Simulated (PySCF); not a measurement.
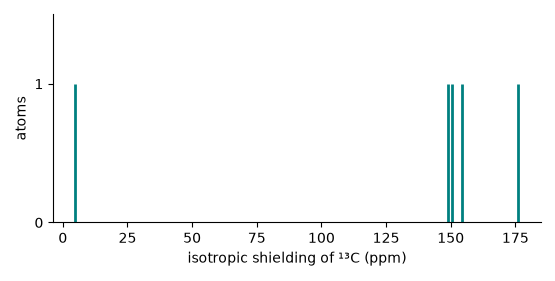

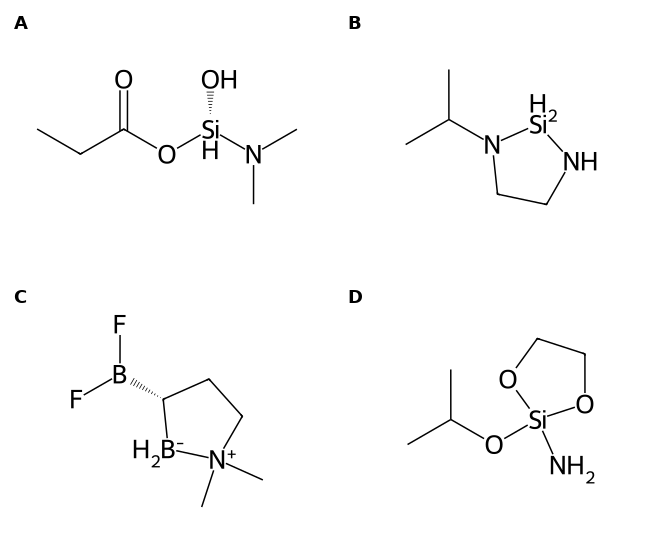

The sticks are computed shieldings of one of the molecules, for one fixed geometry (GFN2-xTB) without averaging over rotations. Low shielding means a high chemical shift. Method: GIAO PBE0/pcSseg-1 NMR shielding, non-relativistic, gas phase (PySCF 2.14.0).

Question: Which molecule gives this pattern?

Answer: A, `CCC(=O)O[Si@H](O)N(C)C`. Its 5 C atoms give lines at 4.8, 149.1, 150.4, 154.3, 176.2 ppm.

The geometry is semi-empirical. Around B, Si such bond lengths and angles can be off by a tenth of an ångström or more and by several degrees, and values that hang on the shape move with them.
